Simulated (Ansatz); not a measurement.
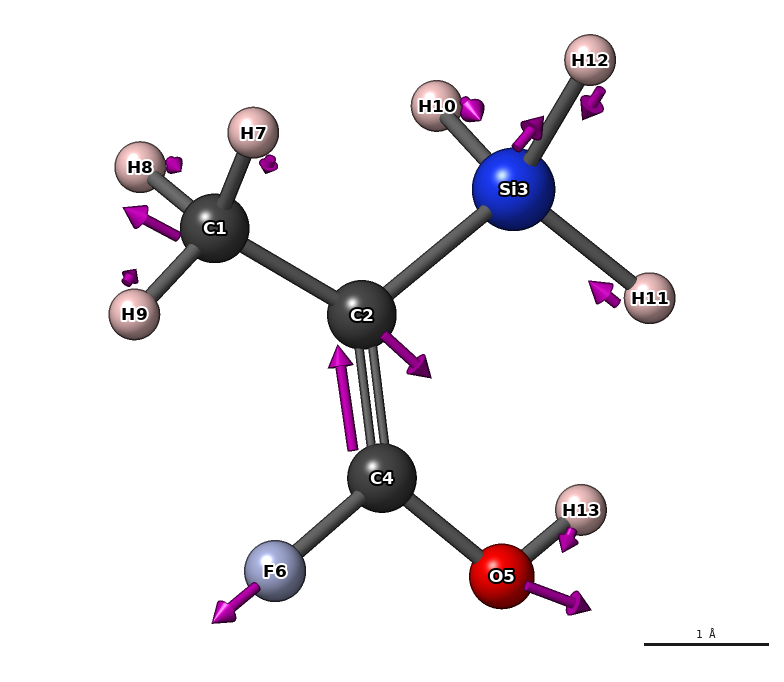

Arrows show the forces on the atoms, 2 Å of arrow for 1 eV/Å; forces under a tenth of the largest aren't drawn. Level of theory: ωB97M-V/def2-TZVPP (Ansatz 0.2.0).

Question: On which atom is the force largest, and how large is it?

Answer: On C4: 0.44 eV/Å.

List the force components in the frame of the picture (x right, y up, z towards the viewer), in eV/Å.

```json
{"atom": "C1", "Fx": "−0.22", "Fy": "0.12", "Fz": "0.11"}
{"atom": "C2", "Fx": "0.19", "Fy": "−0.18", "Fz": "−0.09"}
{"atom": "Si3", "Fx": "0.11", "Fy": "0.13", "Fz": "−0.10"}
{"atom": "C4", "Fx": "−0.06", "Fy": "0.43", "Fz": "−0.03"}
{"atom": "O5", "Fx": "0.26", "Fy": "−0.10", "Fz": "−0.14"}
{"atom": "F6", "Fx": "−0.18", "Fy": "−0.15", "Fz": "0.14"}
{"atom": "H7", "Fx": "−0.02", "Fy": "−0.07", "Fz": "−0.05"}
{"atom": "H8", "Fx": "0.05", "Fy": "−0.04", "Fz": "0.06"}
{"atom": "H9", "Fx": "0.04", "Fy": "0.06", "Fz": "−0.04"}
{"atom": "H10", "Fx": "0.07", "Fy": "−0.08", "Fz": "0.14"}
{"atom": "H11", "Fx": "−0.12", "Fy": "0.09", "Fz": "0.06"}
{"atom": "H12", "Fx": "−0.08", "Fy": "−0.12", "Fz": "−0.09"}
{"atom": "H13", "Fx": "−0.04", "Fy": "−0.09", "Fz": "0.04"}
```
